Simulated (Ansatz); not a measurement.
## BSiNH$_{5}$F: molecular dynamics (part 1 of 2)

BSiNH$_{5}$F, SMILES NB(F)[SiH3], computed with RKS PBE-d4/def2-SVP (Ansatz 0.2.0).

The geometry comes from this level: PBE0-D4/def2-TZVP.

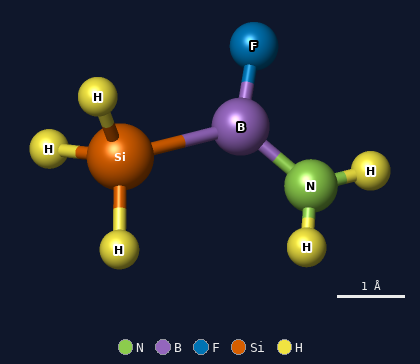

Fig. 1: The input geometry (ball-and-stick view, seen at a tilt). Bond lengths as drawn: B–F 1.34 Å, B–N 1.39 Å, B–Si 2.03 Å, H–N 1.00 to 1.01 Å and H–Si 1.49 Å.

### Key numbers

| quantity | value |
| --- | --- |
| outcome | finished |
| mean temperature over the second half | 332 K |
| trajectory | 50 steps, 25 fs |
| ensemble | nvt_nose_hoover |
| temperature in the input | 700 K |
| time step | 0.5 fs |
| potential energy (last step) | −12828.4018 eV |
| mean-field energy (last step) | −12828.2567 eV |
| dispersion energy (last step) | −0.1451 eV |
| SCF solution under orbital rotations (last step) | stable |
| largest force (length of the vector) (last step) | 1.777 eV/Å |
| dipole moment (last step) | 3.06 D |
| hardware | 2 threads of Arm Neoverse V2, 23 GiB of memory available, shared host |
| wall time | 50 s (CPU time 95 s) |
| peak memory | 0.11 GiB |

So short a trajectory is not equilibrated. The temperature stays far from the 700 K of the thermostat over the second half: the run isn't equilibrated.

### Input file
```yaml
crystal:
  periodic: [false, false, false]
  atoms:
    - {symbol: N, position_ang: [0.573750, 1.486291, -0.437476]}
    - {symbol: B, position_ang: [0.625213, 0.096376, -0.469445]}
    - {symbol: F, position_ang: [1.592837, -0.476349, -1.204614]}
    - {symbol: Si, position_ang: [-0.693105, -1.074014, 0.538471]}
    - {symbol: H, position_ang: [1.228100, 2.065449, -0.940358]}
    - {symbol: H, position_ang: [-0.115755, 1.994775, 0.086309]}
    - {symbol: H, position_ang: [-1.468532, -1.934978, -0.396991]}
    - {symbol: H, position_ang: [0.008292, -1.965654, 1.502935]}
    - {symbol: H, position_ang: [-1.662199, -0.238096, 1.304169]}
basis:
  gaussian: {orbitals: def2-SVP}
hamiltonian: {xc: {name: PBE}, dispersion: d4}
md: {timestep: 0.5 fs, n_steps: 50, ensemble: nvt_nose_hoover, temperature: 700, initial_velocities: maxwell_boltzmann, seed: 398}
```

Launched with:
```bash
ansatz run in.yaml --threads 2 --pin off --events-out ev --progress --plain --max-ram 4352MiB
```

### Output
```
Functional definition: PBE
  name "PBE"
  cite "Perdew, Burke & Ernzerhof, Phys. Rev. Lett. 77, 3865 (1996) doi:10.1103/PhysRevLett.77.3865"
  parent pbe
  parameter kappa = 0.804
  parameter beta = 0.06672455060314922
  exchange = pbe_x(kappa = kappa, mu = beta*pi^2/3)
  correlation = pbe_c(beta = beta)
960 factors; their error is unknown
mean field evaluation 1: about -12821.5396 eV, gradient 6.0e1 eV
mean field evaluation 2: about -12801.4433 eV, gradient 1.0e2 eV
mean field evaluation 4: about -12828.5732 eV, gradient 9.4e0 eV
mean field evaluation 8: about -12828.7158 eV, gradient 1.4e-1 eV
mean field evaluation 16: about -12828.6542 eV, gradient 8.1e-5 eV
mean field -12828.65419573 eV, -471.4443461191 hartree, gradient 1.4e-5 eV, S^2 0.000000; 0 other end points of the search recorded, 0 dependent functions left out
the calculation of the forces begins
reference -12828.65423046 eV, -471.4443473953 hartree; 20, 20 occupied and 65, 65 virtual orbitals, 960 factors
md step     0: t =     0.00 fs  T =   700.0 K  F+E_penalty+E_count = -12828.79957633 eV  E_kin = 0.633374 eV  conserved = -12828.16620233 eV  (27 SCF iters)
these checks for a lower state are left out or cut short: starts, cluster_reference, orbital_swaps, neighbouring_geometries, increment
960 factors; their error is unknown
mean field -12828.63837428 eV, -471.4437646914 hartree, gradient 1.4e-5 eV, S^2 0.000000; 0 other end points of the search recorded, 0 dependent functions left out
the calculation of the forces begins
reference -12828.63840888 eV, -471.4437659630 hartree; 20, 20 occupied and 65, 65 virtual orbitals, 960 factors
md step     1: t =     0.50 fs  T =   682.8 K  F+E_penalty+E_count = -12828.78373594 eV  E_kin = 0.617851 eV  conserved = -12828.16588476 eV  (28 SCF iters, 3 dispersion substeps)
[... from here on the SCF iterations and repeated set-up lines of each step are left out, up to the last step ...]
md step     2: t =     1.00 fs  T =   654.0 K  F+E_penalty+E_count = -12828.75717364 eV  E_kin = 0.591752 eV  conserved = -12828.16542286 eV  (28 SCF iters, 3 dispersion substeps)
md step     3: t =     1.50 fs  T =   621.2 K  F+E_penalty+E_count = -12828.72707575 eV  E_kin = 0.562059 eV  conserved = -12828.16502078 eV  (29 SCF iters, 3 dispersion substeps)
md step     4: t =     2.00 fs  T =   591.0 K  F+E_penalty+E_count = -12828.69963608 eV  E_kin = 0.534791 eV  conserved = -12828.16485476 eV  (29 SCF iters, 3 dispersion substeps)
md step     5: t =     2.50 fs  T =   566.4 K  F+E_penalty+E_count = -12828.67744069 eV  E_kin = 0.512511 eV  conserved = -12828.16494834 eV  (29 SCF iters, 3 dispersion substeps)
md step     6: t =     3.00 fs  T =   545.9 K  F+E_penalty+E_count = -12828.65910829 eV  E_kin = 0.493967 eV  conserved = -12828.16517360 eV  (29 SCF iters, 3 dispersion substeps)
md step     7: t =     3.50 fs  T =   525.9 K  F+E_penalty+E_count = -12828.64116958 eV  E_kin = 0.475853 eV  conserved = -12828.16536789 eV  (29 SCF iters, 3 dispersion substeps)
md step     8: t =     4.00 fs  T =   503.0 K  F+E_penalty+E_count = -12828.62052751 eV  E_kin = 0.455163 eV  conserved = -12828.16543950 eV  (29 SCF iters, 3 dispersion substeps)
md step     9: t =     4.50 fs  T =   476.0 K  F+E_penalty+E_count = -12828.59593283 eV  E_kin = 0.430652 eV  conserved = -12828.16538458 eV  (29 SCF iters, 3 dispersion substeps)
md step    10: t =     5.00 fs  T =   445.4 K  F+E_penalty+E_count = -12828.56811642 eV  E_kin = 0.403004 eV  conserved = -12828.16525034 eV  (29 SCF iters, 3 dispersion substeps)
md step    11: t =     5.50 fs  T =   413.5 K  F+E_penalty+E_count = -12828.53909196 eV  E_kin = 0.374174 eV  conserved = -12828.16509421 eV  (29 SCF iters, 3 dispersion substeps)
md step    12: t =     6.00 fs  T =   383.0 K  F+E_penalty+E_count = -12828.51125497 eV  E_kin = 0.346512 eV  conserved = -12828.16496239 eV  (29 SCF iters, 3 dispersion substeps)
md step    13: t =     6.50 fs  T =   355.9 K  F+E_penalty+E_count = -12828.48662288 eV  E_kin = 0.322003 eV  conserved = -12828.16488709 eV  (29 SCF iters, 3 dispersion substeps)
md step    14: t =     7.00 fs  T =   333.5 K  F+E_penalty+E_count = -12828.46629942 eV  E_kin = 0.301730 eV  conserved = -12828.16488875 eV  (30 SCF iters, 3 dispersion substeps)
md step    15: t =     7.50 fs  T =   315.6 K  F+E_penalty+E_count = -12828.45016453 eV  E_kin = 0.285569 eV  conserved = -12828.16497153 eV  (30 SCF iters, 3 dispersion substeps)
md step    16: t =     8.00 fs  T =   300.8 K  F+E_penalty+E_count = -12828.43685571 eV  E_kin = 0.272181 eV  conserved = -12828.16511202 eV  (30 SCF iters, 3 dispersion substeps)
md step    17: t =     8.50 fs  T =   286.7 K  F+E_penalty+E_count = -12828.42419877 eV  E_kin = 0.259455 eV  conserved = -12828.16524762 eV  (30 SCF iters, 3 dispersion substeps)
md step    18: t =     9.00 fs  T =   271.3 K  F+E_penalty+E_count = -12828.41022211 eV  E_kin = 0.245512 eV  conserved = -12828.16528468 eV  (28 SCF iters, 3 dispersion substeps)
md step    19: t =     9.50 fs  T =   254.3 K  F+E_penalty+E_count = -12828.39457750 eV  E_kin = 0.230079 eV  conserved = -12828.16514658 eV  (29 SCF iters, 3 dispersion substeps)
md step    20: t =    10.00 fs  T =   238.2 K  F+E_penalty+E_count = -12828.37961971 eV  E_kin = 0.215495 eV  conserved = -12828.16484871 eV  (30 SCF iters, 3 dispersion substeps)
md step    21: t =    10.50 fs  T =   228.0 K  F+E_penalty+E_count = -12828.37004819 eV  E_kin = 0.206313 eV  conserved = -12828.16453802 eV  (29 SCF iters, 3 dispersion substeps)
md step    22: t =    11.00 fs  T =   228.9 K  F+E_penalty+E_count = -12828.37062517 eV  E_kin = 0.207092 eV  conserved = -12828.16442132 eV  (29 SCF iters, 3 dispersion substeps)
md step    23: t =    11.50 fs  T =   242.6 K  F+E_penalty+E_count = -12828.38310611 eV  E_kin = 0.219485 eV  conserved = -12828.16460368 eV  (29 SCF iters, 3 dispersion substeps)
md step    24: t =    12.00 fs  T =   266.1 K  F+E_penalty+E_count = -12828.40468901 eV  E_kin = 0.240784 eV  conserved = -12828.16499721 eV  (29 SCF iters, 3 dispersion substeps)
md step    25: t =    12.50 fs  T =   293.0 K  F+E_penalty+E_count = -12828.42929734 eV  E_kin = 0.265121 eV  conserved = -12828.16539638 eV  (29 SCF iters, 3 dispersion substeps)
md step    26: t =    13.00 fs  T =   316.5 K  F+E_penalty+E_count = -12828.45063751 eV  E_kin = 0.286370 eV  conserved = -12828.16563544 eV  (29 SCF iters, 3 dispersion substeps)
md step    27: t =    13.50 fs  T =   332.2 K  F+E_penalty+E_count = -12828.46476188 eV  E_kin = 0.300621 eV  conserved = -12828.16567446 eV  (30 SCF iters, 3 dispersion substeps)
md step    28: t =    14.00 fs  T =   339.2 K  F+E_penalty+E_count = -12828.47081533 eV  E_kin = 0.306956 eV  conserved = -12828.16557208 eV  (30 SCF iters, 3 dispersion substeps)
md step    29: t =    14.50 fs  T =   339.0 K  F+E_penalty+E_count = -12828.47025794 eV  E_kin = 0.306749 eV  conserved = -12828.16541179 eV  (29 SCF iters, 3 dispersion substeps)
md step    30: t =    15.00 fs  T =   334.3 K  F+E_penalty+E_count = -12828.46559601 eV  E_kin = 0.302440 eV  conserved = -12828.16525477 eV  (30 SCF iters, 3 dispersion substeps)
md step    31: t =    15.50 fs  T =   327.8 K  F+E_penalty+E_count = -12828.45939037 eV  E_kin = 0.296561 eV  conserved = -12828.16512835 eV  (29 SCF iters, 3 dispersion substeps)
md step    32: t =    16.00 fs  T =   321.9 K  F+E_penalty+E_count = -12828.45375597 eV  E_kin = 0.291221 eV  conserved = -12828.16503893 eV  (30 SCF iters, 3 dispersion substeps)
md step    33: t =    16.50 fs  T =   318.2 K  F+E_penalty+E_count = -12828.45018232 eV  E_kin = 0.287902 eV  conserved = -12828.16499348 eV  (30 SCF iters, 3 dispersion substeps)
md step    34: t =    17.00 fs  T =   317.6 K  F+E_penalty+E_count = -12828.44940946 eV  E_kin = 0.287336 eV  conserved = -12828.16500290 eV  (30 SCF iters, 3 dispersion substeps)
md step    35: t =    17.50 fs  T =   319.8 K  F+E_penalty+E_count = -12828.45128119 eV  E_kin = 0.289363 eV  conserved = -12828.16507290 eV  (29 SCF iters, 3 dispersion substeps)
md step    36: t =    18.00 fs  T =   323.8 K  F+E_penalty+E_count = -12828.45473638 eV  E_kin = 0.292947 eV  conserved = -12828.16517969 eV  (29 SCF iters, 3 dispersion substeps)
md step    37: t =    18.50 fs  T =   327.8 K  F+E_penalty+E_count = -12828.45824952 eV  E_kin = 0.296627 eV  conserved = -12828.16525908 eV  (29 SCF iters, 3 dispersion substeps)
md step    38: t =    19.00 fs  T =   331.0 K  F+E_penalty+E_count = -12828.46081028 eV  E_kin = 0.299465 eV  conserved = -12828.16523933 eV  (28 SCF iters, 3 dispersion substeps)
md step    39: t =    19.50 fs  T =   333.8 K  F+E_penalty+E_count = -12828.46293227 eV  E_kin = 0.301984 eV  conserved = -12828.16510948 eV  (29 SCF iters, 3 dispersion substeps)
md step    40: t =    20.00 fs  T =   338.4 K  F+E_penalty+E_count = -12828.46669638 eV  E_kin = 0.306170 eV  conserved = -12828.16496643 eV  (29 SCF iters, 3 dispersion substeps)
md step    41: t =    20.50 fs  T =   347.0 K  F+E_penalty+E_count = -12828.47422649 eV  E_kin = 0.313995 eV  conserved = -12828.16496440 eV  (29 SCF iters, 3 dispersion substeps)
md step    42: t =    21.00 fs  T =   359.5 K  F+E_penalty+E_count = -12828.48541987 eV  E_kin = 0.325286 eV  conserved = -12828.16517696 eV  (29 SCF iters, 3 dispersion substeps)
md step    43: t =    21.50 fs  T =   372.2 K  F+E_penalty+E_count = -12828.49689990 eV  E_kin = 0.336759 eV  conserved = -12828.16551383 eV  (29 SCF iters, 3 dispersion substeps)
md step    44: t =    22.00 fs  T =   379.4 K  F+E_penalty+E_count = -12828.50337519 eV  E_kin = 0.343310 eV  conserved = -12828.16578461 eV  (30 SCF iters, 3 dispersion substeps)
md step    45: t =    22.50 fs  T =   376.6 K  F+E_penalty+E_count = -12828.50047941 eV  E_kin = 0.340712 eV  conserved = -12828.16584378 eV  (30 SCF iters, 3 dispersion substeps)
md step    46: t =    23.00 fs  T =   362.3 K  F+E_penalty+E_count = -12828.48701608 eV  E_kin = 0.327778 eV  conserved = -12828.16567217 eV  (30 SCF iters, 3 dispersion substeps)
md step    47: t =    23.50 fs  T =   339.1 K  F+E_penalty+E_count = -12828.46537284 eV  E_kin = 0.306803 eV  conserved = -12828.16535008 eV  (30 SCF iters, 3 dispersion substeps)
md step    48: t =    24.00 fs  T =   312.2 K  F+E_penalty+E_count = -12828.44037956 eV  E_kin = 0.282500 eV  conserved = -12828.16498987 eV  (30 SCF iters, 3 dispersion substeps)
md step    49: t =    24.50 fs  T =   287.7 K  F+E_penalty+E_count = -12828.41758823 eV  E_kin = 0.260325 eV  conserved = -12828.16468602 eV  (30 SCF iters, 3 dispersion substeps)
these checks for a lower state are left out or cut short: starts, cluster_reference, orbital_swaps, neighbouring_geometries, increment
960 factors; their error is unknown
mean field -12828.25668666 eV, -471.4297379302 hartree, gradient 2.0e-5 eV, S^2 0.000000; 0 other end points of the search recorded, 0 dependent functions left out
the calculation of the forces begins
reference -12828.25672209 eV, -471.4297392323 hartree; 20, 20 occupied and 65, 65 virtual orbitals, 960 factors
960 factors; their error is unknown
mean field evaluation 416: about -12828.3195 eV, gradient 1.3e-1 eV
mean field -12828.25668666 eV, -471.4297379302 hartree, gradient 2.0e-5 eV, S^2 0.000000; 1 other end points of the search recorded, 0 dependent functions left out
the calculation of the forces begins
reference -12828.25672209 eV, -471.4297392323 hartree; 20, 20 occupied and 65, 65 virtual orbitals, 960 factors
md step    50: t =    25.00 fs  T =   270.8 K  F+E_penalty+E_count = -12828.40176402 eV  E_kin = 0.244988 eV  conserved = -12828.16449676 eV  (28 SCF iters, 3 dispersion substeps)
```

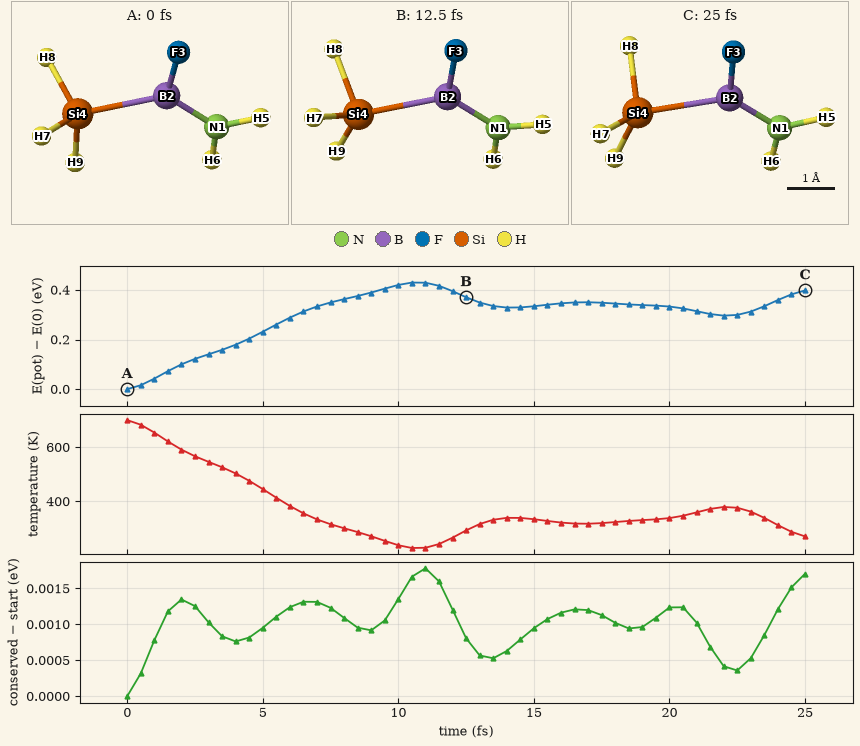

Fig. 2: Frames of the molecular dynamics (ball-and-stick, seen at a tilt) above the curves, on which the letters mark them. The trajectory kept here has 51 frames over 25 fs. The temperature starts at 700 K, ranges from 228 to 700 K and averages 332 K over the second half. The potential energy ends 0.398 eV above its first value. The conserved quantity stays within 0.0018 eV. After an unweighted best fit of the last frame on the first, the root-mean-square displacement is 0.22 Å, and H8 has moved furthest (0.43 Å).

```
Total energy: -12828.40179945 eV, -471.4350707268 hartree
Atom 0 at     0.590792     1.566146    -0.432942 Å, force     1.354776     0.515912    -1.028205 eV/Å
Atom 1 at     0.619287     0.170181    -0.511422 Å, force    -1.317271    -0.322074     0.793422 eV/Å
Atom 2 at     1.541461    -0.561458    -1.152400 Å, force     0.474752     0.325318    -0.413759 eV/Å
Atom 3 at    -0.678359    -1.081805     0.520797 Å, force    -0.036241    -0.388975    -0.704367 eV/Å
Atom 4 at     1.304780     2.174954    -0.940040 Å, force    -1.199677    -0.679604     0.927018 eV/Å
Atom 5 at    -0.144507     2.014117     0.117083 Å, force     0.231849     0.242619    -0.220822 eV/Å
Atom 6 at    -1.443411    -2.025428    -0.532145 Å, force     0.875694     0.484957     0.963142 eV/Å
Atom 7 at     0.465917    -1.692939     1.365959 Å, force    -0.761520    -0.336405    -0.190617 eV/Å
Atom 8 at    -1.808686    -0.629207     1.440701 Å, force     0.377639     0.158251    -0.125812 eV/Å
Dipole moment:     0.017387     0.637166    -0.015704 e Å
```

### Trajectory as extended XYZ (Å, eV, eV/Å), 22 of the 51 frames kept, from step=0 to step=50
```
9
Properties=species:S:1:pos:R:3:forces:R:3 step=0 time_fs=0.0 energy=-12828.79958 temperature=700.0
N     0.5737    1.4863   -0.4375   -0.0648  -0.1926   0.0515
B     0.6252    0.0964   -0.4694   -0.1744  -0.2379   0.1329
F     1.5928   -0.4763   -1.2046    0.3684  -0.2602  -0.2803
Si   -0.6931   -1.0740    0.5385    0.1761   0.2056  -0.1335
H     1.2281    2.0654   -0.9404    0.4398   0.3802  -0.3375
H    -0.1158    1.9948    0.0863   -0.4644   0.3630   0.3531
H    -1.4685   -1.9350   -0.3970   -0.1816  -0.2044  -0.1879
H     0.0083   -1.9657    1.5029    0.1344  -0.2100   0.2188
H    -1.6622   -0.2381    1.3042   -0.2336   0.1564   0.1829
9
Properties=species:S:1:pos:R:3:forces:R:3 step=2 time_fs=1.0 energy=-12828.75717 temperature=654.0
N     0.5755    1.4934   -0.4376   -0.8948  -0.8886   0.7019
B     0.6201    0.0996   -0.4663    0.1460  -0.2084  -0.1204
F     1.5950   -0.4831   -1.2050    0.0357  -0.0696  -0.0488
Si   -0.6944   -1.0713    0.5354    0.2769   0.5713   0.3180
H     1.2130    2.0553   -0.9451    0.9847   0.9781  -0.7542
H    -0.1235    1.9824    0.1054   -0.1796   0.3069   0.1196
H    -1.4168   -1.9623   -0.3654   -0.5526  -0.4626  -0.5963
H     0.0124   -1.9708    1.4724    0.2938  -0.2782   0.3888
H    -1.6694   -0.2647    1.3493   -0.1100   0.0511  -0.0087
```
